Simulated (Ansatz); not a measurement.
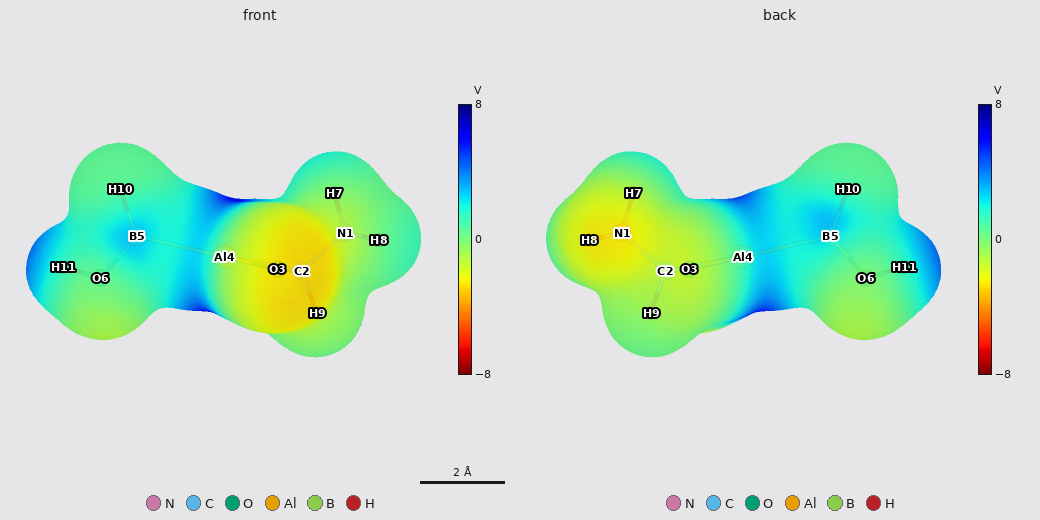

Figure. CH5AlBNO2. The electrostatic potential painted on the density surface at 0.004 e/bohr³, seen from the front and from behind; the colour scale runs from red (negative) to blue (positive).

The calculation used RHF/def2-SVP in Ansatz.

```xyz
11

N    -0.0131   -2.5135   -0.9449
C     0.2275   -1.6438    0.1472
O     1.4245   -0.8042    0.0538
Al    0.1025    0.2596    0.2161
B    -0.4476    2.3438    0.2478
O    -0.6398    2.9227    1.4437
H    -0.1029   -2.0352   -1.8212
H     0.7283   -3.1884   -1.0408
H     0.2688   -2.2330    1.0625
H    -0.5994    2.9987   -0.7560
H    -0.8835    3.8364    1.4124
```

Where is the surface potential most negative and most positive?

Answer. The most negative region (about −2.9 V) lies over O3, the most positive (about +5.8 V) over Al4. O3 is the likeliest acceptor of a hydrogen bond.
